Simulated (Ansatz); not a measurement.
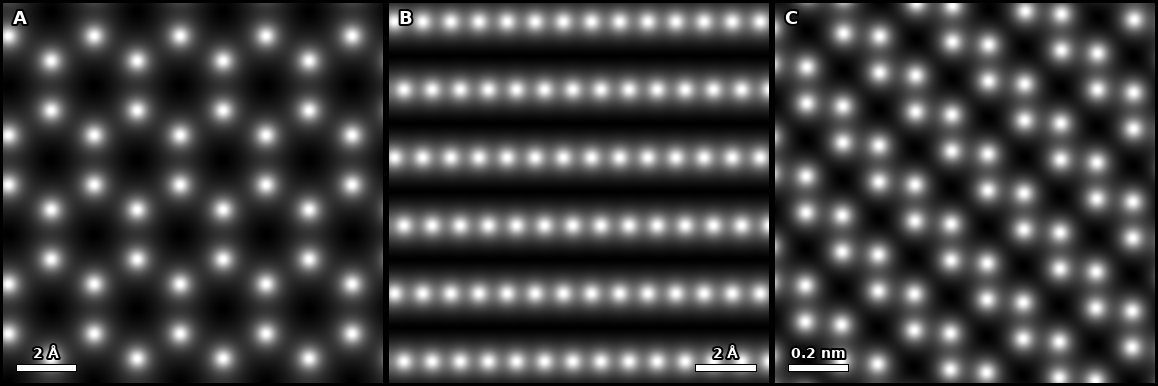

Three views of Ti (P6_3/mmc, No. 194) along different zone axes. Computed as the sum of neutral-atom potentials (tabulated electron scattering factors, B = 0.5 Å²) projected along the beam and smoothed by 0.25 Å; brighter is more positive. The display is stretched by a gamma of 0.7; percentages refer to the linear signal. Atomic positions: the geometry given to an electronic-structure calculation, possibly off equilibrium.

```
Ti
1.0
     2.94059    0.00000    0.00000
    -1.47030    2.54663    0.00000
     0.00000    0.00000    4.64913
Ti
2
Direct
  0.33333 0.66667 0.75000
  0.66667 0.33333 0.25000
```

Q: Match the panels to the zone axes [001], [201] and [310].

A is [001]: projected cell 2.94 × 2.94 Å, 120°, plane group p6mm. B is [310]: projected cell 0.96 × 4.65 Å, 90°. C is [201]: projected cell 1.82 × 2.70 Å, 110°, plane group c2mm.
